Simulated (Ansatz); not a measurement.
## Geometry relaxation of Si₂N₂H₁₀ (part 2 of 2)

The same run, continued: Si₂N₂H₁₀; RKS B3LYP-D4/6-31G (Ansatz 0.2.0). It belongs to a series of runs on one base structure; here: start relaxed.

Geometry of the input (Å):
```
Si 0.7002  0.3974  -2.9436
N  -0.3384  0.1164  -1.6013
H  -0.1972  0.6665  -4.0675
H  1.5148  1.5536  -2.5808
H  1.5844  -0.7226  -3.3123
H  0.0443  0.0574  -0.6680
H  -1.0598  -0.5794  -1.7065
Si -0.0244  0.1266  2.9279
N  -0.6098  -0.6508  1.5009
H  1.2989  -0.4508  3.1522
H  0.0080  1.5451  2.5859
H  -0.8499  -0.0726  4.1291
H  -1.4906  -0.3291  1.1294
H  -0.5804  -1.6576  1.4547
```

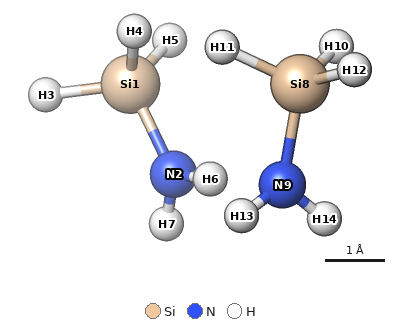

Fig. 1: The geometry at step 15 of the log (ball-and-stick view, seen at a tilt; atoms are numbered from 1 in the order of the input).

Trajectory as extended XYZ, continued:
```
14
Properties=species:S:1:pos:R:3:forces:R:3 step=8 energy=-18896.58290
Si    0.7666    0.4131   -2.6397   -0.1155  -0.0277   0.0861
N    -0.4187   -0.3882   -1.5978    0.0933   0.0314   0.0266
H     0.0783    0.8754   -3.9003    0.0314   0.0131   0.0293
H     1.3392    1.6066   -1.9059   -0.0716  -0.1330  -0.0518
H     1.9417   -0.4337   -3.0911   -0.0313   0.0313   0.0454
H    -0.3623   -0.3667   -0.5781   -0.0788  -0.0248  -0.2134
H    -1.1657   -0.9577   -1.9763    0.1623   0.1190   0.0889
Si    0.1297    0.2156    2.6731   -0.0066  -0.2441   0.0180
N    -0.9421   -0.5768    1.4778    0.0022   0.1337   0.0623
H     1.5031   -0.3941    2.5268   -0.1389   0.0677   0.0158
H     0.1672    1.6819    2.3639   -0.0222  -0.0025  -0.0166
H    -0.2947    0.0487    4.1255    0.0515   0.0373  -0.1904
H    -1.8118   -0.1465    1.1874    0.0853  -0.0062   0.0441
H    -0.9304   -1.5776    1.3349    0.0389   0.0049   0.0557
14
Properties=species:S:1:pos:R:3:forces:R:3 step=9 energy=-18896.59074
Si    0.7696    0.4180   -2.6026   -0.0928  -0.0156   0.1339
N    -0.4385   -0.3997   -1.6024    0.0004   0.0232  -0.0343
H     0.1230    0.8974   -3.8799    0.0409  -0.0077   0.0336
H     1.3067    1.6025   -1.8317   -0.0574  -0.0994  -0.0528
H     1.9702   -0.4132   -3.0135   -0.0471   0.0242   0.0141
H    -0.4317   -0.3636   -0.5823   -0.0033  -0.0534  -0.1713
H    -1.1621   -0.9820   -2.0068    0.1669   0.1173   0.0992
Si    0.1545    0.2161    2.6273   -0.0510  -0.1555   0.0118
N    -0.9569   -0.5878    1.4782   -0.0175   0.0524   0.0343
H     1.5197   -0.3998    2.4587   -0.1095   0.0542   0.0074
H     0.1792    1.6769    2.2899    0.0011  -0.0092  -0.0193
H    -0.2363    0.0840    4.0895    0.0487   0.0142  -0.1408
H    -1.8312   -0.1546    1.2060    0.0796  -0.0026   0.0542
H    -0.9662   -1.5941    1.3698    0.0413   0.0580   0.0299
14
Properties=species:S:1:pos:R:3:forces:R:3 step=11 energy=-18896.60782
Si    0.7904    0.4511   -2.3948   -0.2093  -0.0694   0.0499
N    -0.4955   -0.4531   -1.5810   -0.0146  -0.0293  -0.0414
H     0.2861    1.0019   -3.7131    0.0336  -0.0275   0.1154
H     1.1998    1.5937   -1.4982   -0.0152  -0.0725  -0.0394
H     2.0468   -0.3295   -2.7321   -0.0257   0.0265   0.0424
H    -0.6118   -0.4690   -0.5639    0.0799   0.0063  -0.2097
H    -1.1242   -1.0643   -2.0899    0.1616   0.1505   0.1078
Si    0.2240    0.2395    2.3962   -0.2110  -0.0946  -0.0745
N    -1.0537   -0.6229    1.4686   -0.0286  -0.0327   0.1172
H     1.5383   -0.4174    2.0950   -0.0155  -0.0132  -0.0116
H     0.2321    1.6698    1.9320   -0.0265  -0.0879   0.0261
H     0.0347    0.2258    3.9025    0.0135   0.0169  -0.1383
H    -1.9561   -0.1869    1.3032    0.1771  -0.0248   0.0466
H    -1.1109   -1.6385    1.4756    0.0807   0.2518   0.0096
14
Properties=species:S:1:pos:R:3:forces:R:3 step=12 energy=-18896.61632
Si    0.7909    0.4551   -2.3560   -0.1394  -0.0508   0.1128
N    -0.4953   -0.4724   -1.5761    0.0206  -0.0253  -0.0236
H     0.2958    1.0319   -3.6625    0.0434  -0.0277   0.0551
H     1.1841    1.5785   -1.4309   -0.0269  -0.0368  -0.0240
H     2.0639   -0.3053   -2.6738   -0.0331   0.0142  -0.0121
H    -0.6205   -0.5056   -0.5616    0.0316   0.0233  -0.1650
H    -1.1102   -1.0796   -2.1025    0.0968   0.0984   0.0825
Si    0.2365    0.2425    2.3430   -0.2169  -0.0968  -0.0419
N    -1.0759   -0.6207    1.4708    0.0428  -0.0228   0.1081
H     1.5340   -0.4354    2.0103   -0.0325   0.0185   0.0024
H     0.2287    1.6654    1.8646    0.0079  -0.0512  -0.0059
H     0.0849    0.2592    3.8517    0.0344  -0.0071  -0.1028
H    -1.9779   -0.1798    1.3303    0.1081   0.0041   0.0090
H    -1.1391   -1.6337    1.4930    0.0631   0.1601   0.0055
14
Properties=species:S:1:pos:R:3:forces:R:3 step=14 energy=-18896.62975
Si    0.7793    0.4700   -2.2126   -0.0125  -0.0007   0.0283
N    -0.5000   -0.5478   -1.5570    0.0109  -0.0092  -0.0678
H     0.3425    1.1274   -3.4990   -0.0076   0.0060   0.0270
H     1.0879    1.5322   -1.1876   -0.0203  -0.0550  -0.0512
H     2.0861   -0.2274   -2.5334   -0.0128   0.0039   0.0224
H    -0.6887   -0.5998   -0.5573    0.0009   0.0162  -0.0109
H    -1.0516   -1.1663   -2.1334    0.0443   0.0408   0.0290
Si    0.2657    0.2504    2.1968   -0.0297  -0.0295   0.0185
N    -1.1240   -0.6062    1.4690    0.0970   0.0203   0.0354
H     1.5191   -0.4795    1.8064   -0.0374   0.0137   0.0100
H     0.2682    1.6431    1.6418   -0.0082  -0.0186   0.0069
H     0.2350    0.3466    3.7074    0.0023  -0.0117  -0.0707
H    -2.0039   -0.1318    1.3213   -0.0201   0.0027   0.0051
H    -1.2157   -1.6108    1.5376   -0.0066   0.0212   0.0179
14
Properties=species:S:1:pos:R:3:forces:R:3 step=15 energy=-18896.63123
Si    0.7802    0.4715   -2.1945   -0.0102   0.0227   0.0227
N    -0.4977   -0.5643   -1.5699   -0.0180  -0.0071  -0.0041
H     0.3517    1.1563   -3.4692    0.0161  -0.0113   0.0061
H     1.0622    1.5162   -1.1482   -0.0050  -0.0240  -0.0214
H     2.0970   -0.2118   -2.5004   -0.0140   0.0046  -0.0073
H    -0.7111   -0.6098   -0.5748    0.0091  -0.0111  -0.0211
H    -1.0281   -1.1909   -2.1561    0.0262   0.0194   0.0240
Si    0.2724    0.2519    2.1716   -0.0007  -0.0171   0.0181
N    -1.1342   -0.6024    1.4828    0.0315   0.0244  -0.0135
H     1.5124   -0.4902    1.7678   -0.0074   0.0097  -0.0016
H     0.2706    1.6385    1.6036   -0.0043  -0.0096   0.0065
H     0.2702    0.3588    3.6786    0.0049   0.0032  -0.0151
H    -2.0098   -0.1199    1.3346   -0.0140  -0.0147   0.0064
H    -1.2358   -1.6039    1.5741   -0.0141   0.0108   0.0002
14
Properties=species:S:1:pos:R:3:forces:R:3 step=16 energy=-18896.63160
Si    0.7793    0.4719   -2.1997   -0.0029   0.0025  -0.0118
N    -0.4961   -0.5651   -1.5741   -0.0026  -0.0101   0.0217
H     0.3530    1.1534   -3.4761    0.0007   0.0006   0.0031
H     1.0617    1.5154   -1.1556    0.0017   0.0002   0.0026
H     2.0940   -0.2119   -2.5105    0.0045  -0.0002   0.0014
H    -0.7058   -0.6137   -0.5787   -0.0050   0.0070  -0.0109
H    -1.0189   -1.1990   -2.1580    0.0015   0.0001   0.0021
Si    0.2708    0.2511    2.1793    0.0089   0.0102  -0.0014
N    -1.1355   -0.5960    1.4835    0.0011   0.0014  -0.0095
H     1.5106   -0.4843    1.7663    0.0051  -0.0015  -0.0040
H     0.2663    1.6422    1.6237   -0.0016  -0.0002   0.0029
H     0.2719    0.3465    3.6856    0.0020  -0.0011   0.0084
H    -2.0121   -0.1125    1.3435   -0.0004  -0.0134  -0.0036
H    -1.2391   -1.5977    1.5709   -0.0131   0.0045  -0.0009
14
Properties=species:S:1:pos:R:3:forces:R:3 step=18 energy=-18896.63235
Si    0.7814    0.4608   -2.1827    0.0008  -0.0006   0.0070
N    -0.4746   -0.6022   -1.5606   -0.0050  -0.0103  -0.0251
H     0.3499    1.1539   -3.4516   -0.0006   0.0004  -0.0005
H     1.0459    1.4973   -1.1268   -0.0019  -0.0010  -0.0006
H     2.1059   -0.2012   -2.4986   -0.0041  -0.0007   0.0007
H    -0.7139   -0.6238   -0.5710    0.0024   0.0031  -0.0048
H    -0.9640   -1.2661   -2.1407    0.0085   0.0094   0.0190
Si    0.2745    0.2532    2.1570    0.0174   0.0137   0.0034
N    -1.1590   -0.5595    1.4730   -0.0043  -0.0327   0.0079
H     1.5099   -0.4265    1.6384   -0.0338   0.0196   0.0208
H     0.2180    1.6783    1.6946    0.0047  -0.0224   0.0080
H     0.3430    0.2471    3.6675   -0.0007  -0.0055  -0.0392
H    -2.0228   -0.0541    1.3316    0.0106   0.0176   0.0061
H    -1.2942   -1.5569    1.5699    0.0060   0.0094  -0.0028
14
Properties=species:S:1:pos:R:3:forces:R:3 step=19 energy=-18896.63252
Si    0.7805    0.4623   -2.1856    0.0004  -0.0020  -0.0007
N    -0.4763   -0.5993   -1.5634   -0.0029  -0.0066  -0.0095
H     0.3503    1.1530   -3.4560    0.0000   0.0021  -0.0011
H     1.0443    1.5000   -1.1311   -0.0006   0.0024   0.0028
H     2.1046   -0.2012   -2.4994   -0.0001  -0.0004   0.0003
H    -0.7150   -0.6202   -0.5737    0.0011   0.0013  -0.0029
H    -0.9641   -1.2654   -2.1419    0.0023   0.0028   0.0107
Si    0.2741    0.2529    2.1599    0.0137   0.0068   0.0041
N    -1.1572   -0.5614    1.4745   -0.0108  -0.0210   0.0004
H     1.5092   -0.4321    1.6520   -0.0139   0.0085   0.0045
H     0.2242    1.6754    1.6912    0.0012  -0.0112   0.0043
H     0.3375    0.2520    3.6691   -0.0026   0.0004  -0.0135
H    -2.0219   -0.0567    1.3356    0.0084   0.0098   0.0034
H    -1.2901   -1.5592    1.5688    0.0038   0.0070  -0.0028
14
Properties=species:S:1:pos:R:3:forces:R:3 step=21 energy=-18896.63267
Si    0.7775    0.4626   -2.1850    0.0003  -0.0035  -0.0058
N    -0.4676   -0.6121   -1.5618   -0.0030  -0.0039  -0.0010
H     0.3455    1.1516   -3.4561   -0.0023   0.0029   0.0000
H     1.0275    1.5021   -1.1289    0.0000   0.0004   0.0004
H     2.1075   -0.1894   -2.4973    0.0011   0.0003   0.0026
H    -0.7186   -0.6174   -0.5749   -0.0001  -0.0034  -0.0044
H    -0.9355   -1.2988   -2.1328    0.0048   0.0071   0.0088
Si    0.2765    0.2497    2.1576   -0.0004   0.0001   0.0009
N    -1.1644   -0.5477    1.4724   -0.0097   0.0013  -0.0028
H     1.5052   -0.4291    1.6306    0.0057  -0.0035  -0.0043
H     0.2267    1.6786    1.7111    0.0002   0.0016  -0.0006
H     0.3511    0.2255    3.6649   -0.0016   0.0010   0.0058
H    -2.0232   -0.0311    1.3399    0.0040  -0.0032   0.0002
H    -1.3080   -1.5444    1.5604    0.0011   0.0028   0.0004
14
Properties=species:S:1:pos:R:3:forces:R:3 step=22 energy=-18896.63270
Si    0.7751    0.4634   -2.1867   -0.0019   0.0010   0.0072
N    -0.4598   -0.6208   -1.5595   -0.0008  -0.0080  -0.0031
H     0.3368    1.1523   -3.4560    0.0023  -0.0039  -0.0006
H     1.0177    1.5043   -1.1301   -0.0008   0.0000  -0.0008
H     2.1099   -0.1793   -2.4977   -0.0024   0.0020  -0.0056
H    -0.7148   -0.6188   -0.5734   -0.0054  -0.0017  -0.0066
H    -0.9163   -1.3199   -2.1247    0.0073   0.0119   0.0097
Si    0.2778    0.2465    2.1567   -0.0072  -0.0008  -0.0001
N    -1.1700   -0.5382    1.4705    0.0007   0.0086  -0.0003
H     1.5024   -0.4313    1.6190    0.0052  -0.0043  -0.0018
H     0.2309    1.6792    1.7223    0.0011   0.0024  -0.0013
H     0.3568    0.2096    3.6636    0.0008  -0.0006   0.0040
H    -2.0238   -0.0132    1.3395    0.0022  -0.0073  -0.0029
H    -1.3225   -1.5337    1.5568   -0.0013   0.0009   0.0023
```

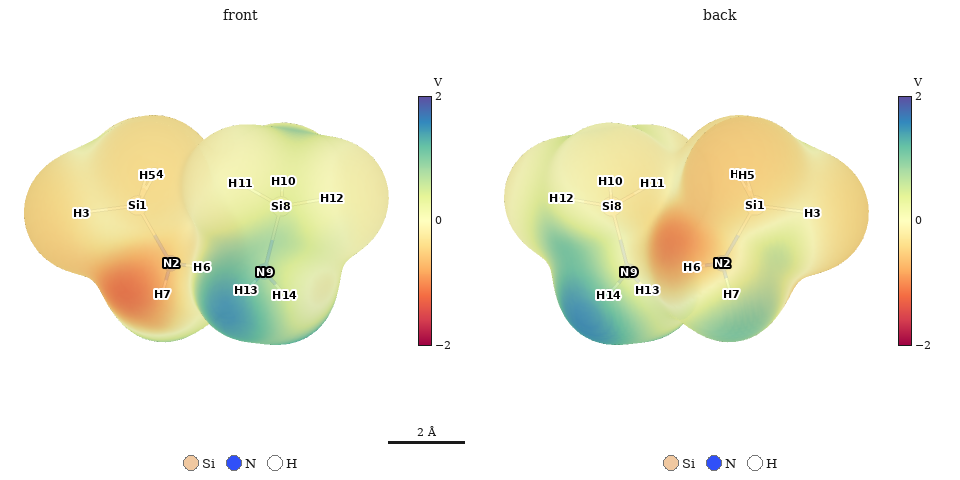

Fig. 2: The molecular electrostatic potential painted on the density surface at 0.001 e/bohr³, seen at a tilt and from behind; the colour scale runs from red (negative) to blue (positive).

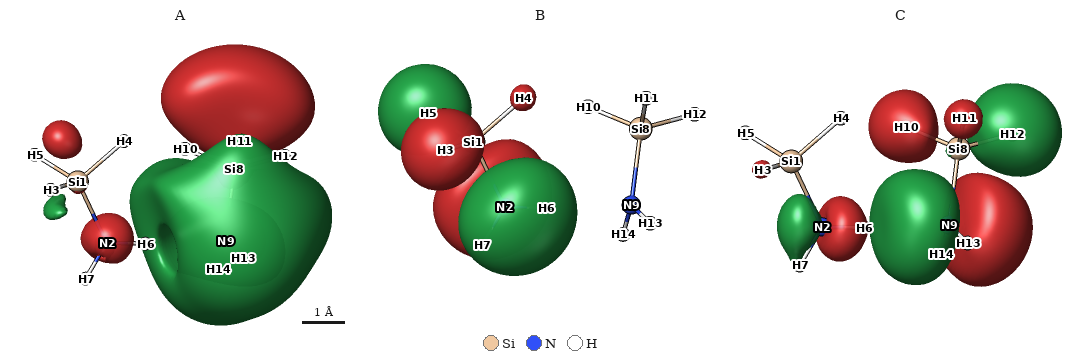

Fig. 3: Three frontier orbitals at ±0.06 Å⁻³ᐟ² (green and red are the two phases). C is the HOMO−1 (−6.93 eV). B is the HOMO (−5.95 eV). A is the LUMO (0.31 eV). It lies mainly on Si8 (40 %), N9 (15 %), H14 (10 %) and H13 (10 %). The HOMO–LUMO gap is 6.26 eV between the orbital energies.

Results in brief:

```json
{"quantity": "outcome", "value": "converged"}
{"quantity": "total energy", "value": "−18896.6330 eV"}
{"quantity": "mean-field energy", "value": "−18896.2406 eV"}
{"quantity": "largest force (length of the vector) at the end", "value": "0.017 eV/Å"}
{"quantity": "wall time", "value": "85 s"}
{"quantity": "peak memory", "value": "0.15 GiB"}
```
